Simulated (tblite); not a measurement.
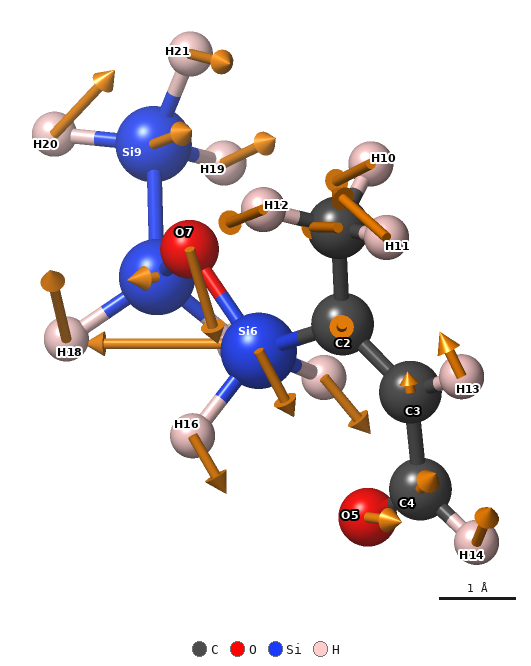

This is a relaxation of C4H12O2Si3. The starting structure is drawn; orange arrows show the displacements, at their true length. The two geometries are superimposed by the best rigid fit.

A ball-and-stick model, seen from a free direction.

All numbers below come from GFN2-xTB geometry optimisation, gas phase in tblite. 

Question: Describe the change and its energy.

Answer: The atom that moves furthest after the best rigid fit is an H atom (2.10 Å). Largest moves by element: H 2.10 Å, O 1.52 Å, C 1.13 Å, Si 1.10 Å. Near-neighbour distances that change, for instance: Si–Si 2.742 → 3.238 Å, O–Si 2.654 → 2.277 Å, C–Si 3.047 → 2.859 Å, O–Si 1.738 → 1.613 Å. Bond angles that change, for instance: Si–O–Si 104.9° → 168.9°, H–Si–H 106.2° → 124.9°, C–Si–O 114.3° → 102.5°. Groups turn about Si–Si by about 70°. The energy falls by 36.8 kcal/mol in 175 geometry steps.
